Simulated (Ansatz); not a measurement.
## Two runs on BSiH$_{5}$SO

System: BSiH$_{5}$SO, SMILES [SiH3]OBS.
Method of run 1: RKS PBE0-D4/def2-TZVPP (Ansatz 0.2.0).

The geometry comes from this level: PBE0-D4/def2-TZVP. Text and figures count atoms from 1; the logs count them from 0 in places.

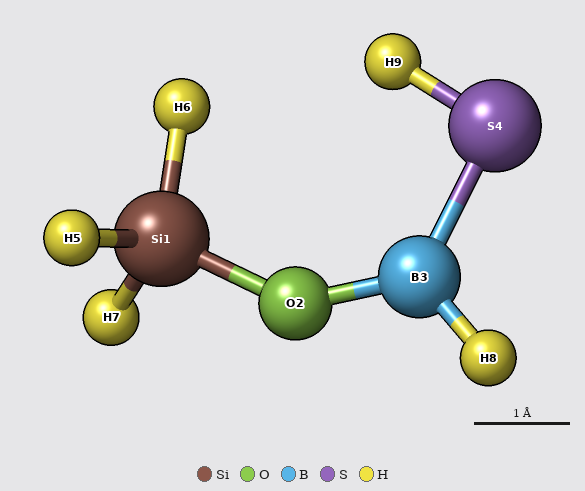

Fig. 1: The structure as given in the input (ball-and-stick view, seen at a tilt; atoms are numbered from 1 in the order of the input). Bond lengths as drawn: B–H 1.20 Å, B–O 1.35 Å, B–S 1.81 Å, H–S 1.34 Å, H–Si 1.48 to 1.49 Å and O–Si 1.65 Å.

### Input, run 1
```yaml
crystal:
  periodic: [false, false, false]
  atoms:
    - {symbol: Si, position_ang: [-1.069060, 0.757028, 0.432826]}
    - {symbol: O, position_ang: [-0.404234, -0.733647, 0.218212]}
    - {symbol: B, position_ang: [0.707978, -1.344578, -0.237275]}
    - {symbol: S, position_ang: [2.161390, -0.516522, -0.921117]}
    - {symbol: H, position_ang: [-1.264077, 0.969436, 1.885611]}
    - {symbol: H, position_ang: [-0.187224, 1.824744, -0.110461]}
    - {symbol: H, position_ang: [-2.368932, 0.781441, -0.275996]}
    - {symbol: H, position_ang: [0.775696, -2.538427, -0.201948]}
    - {symbol: H, position_ang: [1.736663, 0.754324, -0.806950]}
basis:
  gaussian: {orbitals: def2-TZVPP}
hamiltonian: {xc: pbe0, dispersion: d4}
output: {orbitals: {seedname: orbitals}}
```

Hardware: 2 CPU threads, shared host.

### Output (run 1)
```
Functional definition: PBE0
  parameter a = 0.25
  parameter kappa = 0.804
  parameter beta = 0.06672455060314922
  exchange = (1 - a)*pbe_x(kappa = kappa, mu = beta*pi^2/3) + a*exact_x
  correlation = pbe_c(beta = beta)
1221 factors; their error is unknown
mean field evaluation 1: about -21507.4756 eV, gradient 5.1e1 eV
mean field evaluation 2: about -21497.6311 eV, gradient 8.8e1 eV
mean field evaluation 4: about -21511.9024 eV, gradient 3.2e0 eV
mean field evaluation 8: about -21511.9242 eV, gradient 4.2e-2 eV
mean field -21511.95351284 eV, -790.5497102711 hartree, gradient 5.8e-5 eV, S^2 0.000000; 0 other end points of the search recorded, 0 dependent functions left out
reference -21511.95354513 eV, -790.5497114578 hartree; 24, 24 occupied and 192, 192 virtual orbitals, 1221 factors
Total energy: -21512.11704412 eV, -790.5557199346 hartree
```

For run 2 the input was changed thus:
```diff
-  gaussian: {orbitals: def2-TZVPP}
+  gaussian: {orbitals: def2-SVP}
```

How does run 2 compare with run 1?

The total energy of run 2 is 227.6 kcal/mol higher, which measures the change of basis and not a stability. The HOMO goes from −7.91 to −7.79 eV. The LUMO goes from −0.31 to −0.05 eV. The basis functions go from 216 to 89.

### Output (run 2)
```
Functional definition: PBE0
  parameter a = 0.25
  parameter kappa = 0.804
  parameter beta = 0.06672455060314922
  exchange = (1 - a)*pbe_x(kappa = kappa, mu = beta*pi^2/3) + a*exact_x
  correlation = pbe_c(beta = beta)
853 factors; integrals over basis functions are off by at most 1.1e-3 eV
mean field evaluation 1: about -21498.6692 eV, gradient 4.2e1 eV
mean field evaluation 2: about -21491.9650 eV, gradient 7.3e1 eV
mean field evaluation 4: about -21501.9887 eV, gradient 2.0e0 eV
mean field evaluation 8: about -21502.0842 eV, gradient 2.7e-1 eV
mean field evaluation 16: about -21502.0844 eV, gradient 3.7e-5 eV
mean field -21502.08439199 eV, -790.1870267695 hartree, gradient 3.7e-5 eV, S^2 0.000000; 0 other end points of the search recorded, 0 dependent functions left out
reference -21502.08441772 eV, -790.1870277150 hartree; 24, 24 occupied and 65, 65 virtual orbitals, 853 factors
Total energy: -21502.24791671 eV, -790.1930361918 hartree
```

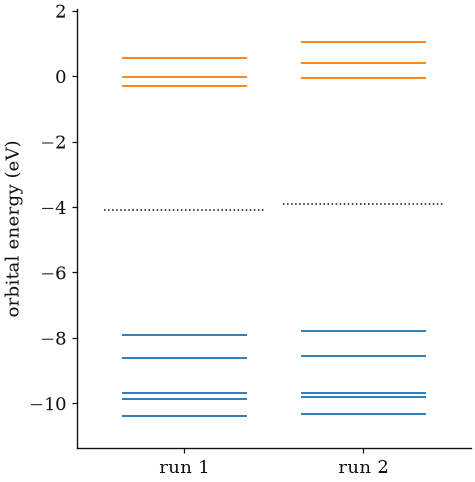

Fig. 2: The five highest filled and three lowest empty orbital energies of the two runs; the dotted lines part filled from empty levels. The HOMO–LUMO gap is 7.60 eV in run 1 and 7.74 eV in run 2.

### The two runs side by side

```tsv
quantity	run 1	run 2
outcome	converged	converged
total energy (hartree)	−790.555720	−790.193036
HOMO (eV)	−7.91	−7.79
LUMO (eV)	−0.31	−0.05
basis functions	216	89
wall time (shared host)	3.9 s	1.5 s
```
